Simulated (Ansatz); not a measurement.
# C₂H₅ClGeO: a changed input and its effect

System: C₂H₅ClGeO.
Method of the first run: RKS PBE-D4/def2-TZVPP (Ansatz 0.2.0).

The geometry comes from this level: PBE0-D4/def2-TZVP. Text and figures count atoms from 1; the logs count them from 0 in places.

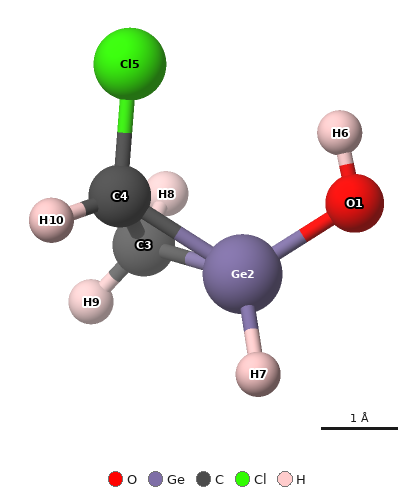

Fig. 1: The structure (ball-and-stick view, seen at a tilt; atoms are numbered from 1 in the order of the input). Sticks mark near contacts. Bond lengths as drawn: C–C 1.54 Å, C–Cl 1.76 Å, C–Ge 1.93 to 1.94 Å, C–H 1.08 to 1.09 Å, Ge–H 1.52 Å, Ge–O 1.77 Å and H–O 0.96 Å.

The input, the first run:
```yaml
crystal:
  periodic: [false, false, false]
  atoms:
    - {symbol: O, position_ang: [-2.048008, 0.299287, -0.856631]}
    - {symbol: Ge, position_ang: [-0.515555, -0.575376, -0.752662]}
    - {symbol: C, position_ang: [0.408051, -0.598483, 0.944948]}
    - {symbol: C, position_ang: [0.973141, 0.443442, -0.042308]}
    - {symbol: Cl, position_ang: [0.693335, 2.132547, 0.385193]}
    - {symbol: H, position_ang: [-1.952027, 1.184583, -0.490003]}
    - {symbol: H, position_ang: [-0.433684, -1.640013, -1.832885]}
    - {symbol: H, position_ang: [-0.122382, -0.191660, 1.800376]}
    - {symbol: H, position_ang: [1.081695, -1.407847, 1.210907]}
    - {symbol: H, position_ang: [1.998535, 0.302320, -0.363934]}
basis:
  gaussian: {orbitals: def2-TZVPP}
hamiltonian: {xc: pbe, dispersion: d4}
output: {forces: true, orbitals: {seedname: orbitals}}
```

Launched with:
```bash
ansatz run in.yaml --threads 4 --pin off --events-out ev --progress --plain --max-ram 10444MiB
```

Hardware: 4 threads of Arm Neoverse V1, 23 GiB of memory available, shared host.

Output (the first run):
```
Functional definition: PBE
  parameter kappa = 0.804
  parameter beta = 0.06672455060314922
  exchange = pbe_x(kappa = kappa, mu = beta*pi^2/3)
  correlation = pbe_c(beta = beta)
1458 factors; their error is unknown
mean field evaluation 1: about -73207.1337 eV, gradient 9.8e1 eV
mean field evaluation 2: about -73132.7967 eV, gradient 1.9e2 eV
mean field evaluation 4: about -73225.6724 eV, gradient 1.3e1 eV
mean field evaluation 8: about -73226.1199 eV, gradient 2.5e-1 eV
mean field evaluation 16: about -73226.0885 eV, gradient 8.8e-3 eV
mean field -73226.08851444 eV, -2691.0091184801 hartree, gradient 3.6e-5 eV, S^2 0.000000; 0 other end points of the search recorded, 0 dependent functions left out
the calculation of the forces begins
reference -73226.08855475 eV, -2691.0091199617 hartree; 37, 37 occupied and 216, 216 virtual orbitals, 1458 factors
Total energy: -73226.33237692 eV, -2691.0180802611 hartree
Atom 0 at    -2.048008     0.299287    -0.856631 Å, force    -0.599846    -0.150474    -0.233114 eV/Å
Atom 1 at    -0.515555    -0.575376    -0.752662 Å, force     0.138891    -0.314958    -0.205759 eV/Å
Atom 2 at     0.408051    -0.598483     0.944948 Å, force     0.081399    -0.058017     0.156195 eV/Å
Atom 3 at     0.973141     0.443442    -0.042308 Å, force     0.135163     0.021050     0.022586 eV/Å
Atom 4 at     0.693335     2.132547     0.385193 Å, force    -0.048069     0.345703     0.063978 eV/Å
Atom 5 at    -1.952027     1.184583    -0.490003 Å, force     0.070349     0.432299     0.182388 eV/Å
Atom 6 at    -0.433684    -1.640013    -1.832885 Å, force    -0.005737    -0.130242    -0.134581 eV/Å
Atom 7 at    -0.122382    -0.191660     1.800376 Å, force    -0.118938     0.063972     0.167169 eV/Å
Atom 8 at     1.081695    -1.407847     1.210907 Å, force     0.128289    -0.170988     0.063294 eV/Å
Atom 9 at     1.998535     0.302320    -0.363934 Å, force     0.218498    -0.038345    -0.082156 eV/Å
Dipole moment:     0.215718    -0.266489     0.020642 e Å
```

For the second run the input was changed thus:
```diff
-hamiltonian: {xc: pbe, dispersion: d4}
+hamiltonian: {xc: {name: wB97M-V}}
```

Predict how the results change.

The total energies belong to different models, so their difference says nothing on which is more stable or more accurate. The largest force goes from 0.661 to 0.283 eV/Å. The HOMO goes from −5.47 to −8.77 eV. The LUMO goes from −1.09 to 1.75 eV. The dipole moment goes from 1.65 to 1.79 D. On the same kind of shared host the second run took about 5 times as long.

Output (the second run):
```
Functional definition: wB97M-V
  parameter omega = 0.3/bohr
  parameter cx = 0.15
  parameter cx01 = 1.007
  parameter cx10 = 0.259
  parameter css00 = 0.443
  parameter css04 = -1.437
  parameter css10 = -4.535
  parameter css20 = -3.390
  parameter css43 = 4.278
  parameter cos00 = 1.000
  parameter cos10 = 1.358
  parameter cos20 = 2.924
  parameter cos21 = -8.812
  parameter cos60 = -1.390
  parameter cos61 = 9.142
  parameter b = 6.0
  parameter c = 0.01
  gx(w, u) = 1 - cx + cx01*u + cx10*w
  gss(w, u) = css00 + css04*u^4 + css10*w + css20*w^2 + css43*w^4*u^3
  gos(w, u) = cos00 + cos10*w + (cos20 + cos21*u)*w^2 + (cos60 + cos61*u)*w^6
  exchange = spin_sum(e_x_unif_sr(omega)*gx(b97_w, b97_u_x)) + cx*exact_x_sr(omega) + exact_x_lr(omega)
  correlation = spin_sum(e_c_pw_mod_same_spin*gss(b97_w, b97_u_same))
      + integral(e_c_pw_mod_opposite_spin*gos(b97_w_opposite, b97_u_opposite)) + vv10(b, c)
1502 factors; their error is unknown
309 factors; integrals over basis functions are off by at most 1.5e-5 eV
mean field evaluation 1: about -73232.2250 eV, gradient 6.1e1 eV
mean field evaluation 2: about -73231.8578 eV, gradient 6.6e1 eV
mean field evaluation 4: about -73239.1575 eV, gradient 2.6e0 eV
mean field evaluation 8: about -73239.1819 eV, gradient 9.0e-2 eV
mean field evaluation 16: about -73239.3448 eV, gradient 3.0e-4 eV
mean field -73239.34483967 eV, -2691.4962794468 hartree, gradient 3.0e-5 eV, S^2 0.000000; 0 other end points of the search recorded, 0 dependent functions left out
the calculation of the forces begins
reference -73239.34488507 eV, -2691.4962811152 hartree; 37, 37 occupied and 216, 216 virtual orbitals, 1502 factors
Total energy: -73239.34488507 eV, -2691.4962811152 hartree
Atom 0 at    -2.048008     0.299287    -0.856631 Å, force    -0.029552     0.092228     0.028820 eV/Å
Atom 1 at    -0.515555    -0.575376    -0.752662 Å, force     0.155679    -0.113140    -0.027183 eV/Å
Atom 2 at     0.408051    -0.598483     0.944948 Å, force    -0.067645    -0.145299     0.132966 eV/Å
Atom 3 at     0.973141     0.443442    -0.042308 Å, force     0.146280    -0.109657    -0.215636 eV/Å
Atom 4 at     0.693335     2.132547     0.385193 Å, force    -0.057370     0.147003     0.052707 eV/Å
Atom 5 at    -1.952027     1.184583    -0.490003 Å, force    -0.034417    -0.028730    -0.020870 eV/Å
Atom 6 at    -0.433684    -1.640013    -1.832885 Å, force    -0.006410     0.096492     0.094657 eV/Å
Atom 7 at    -0.122382    -0.191660     1.800376 Å, force     0.052396    -0.008471    -0.066492 eV/Å
Atom 8 at     1.081695    -1.407847     1.210907 Å, force    -0.055858     0.074085    -0.025044 eV/Å
Atom 9 at     1.998535     0.302320    -0.363934 Å, force    -0.103104    -0.004510     0.046075 eV/Å
Dipole moment:     0.220252    -0.300649    -0.001140 e Å
```

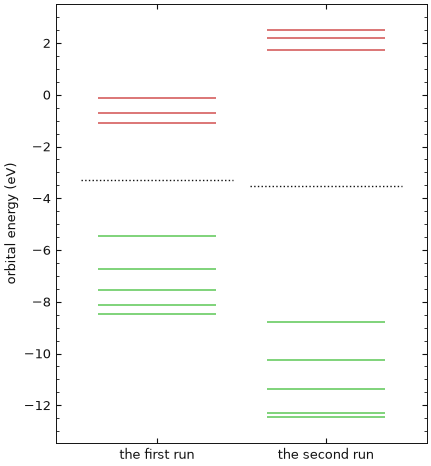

Fig. 2: The five highest filled and three lowest empty orbital energies of the two runs; the dotted lines part filled from empty levels. The HOMO–LUMO gap is 4.39 eV in the first run and 10.52 eV in the second run.

The two runs side by side:

| quantity | the first run | the second run |
| --- | --- | --- |
| outcome | converged | converged |
| total energy (hartree) | −2691.018080 | −2691.496281 |
| HOMO (eV) | −5.47 | −8.77 |
| LUMO (eV) | −1.09 | 1.75 |
| dipole moment (D) | 1.65 | 1.79 |
| largest force (eV/Å) | 0.661 | 0.283 |
| basis functions | 253 | 253 |
| wall time (shared host) | 3 s | 15 s |
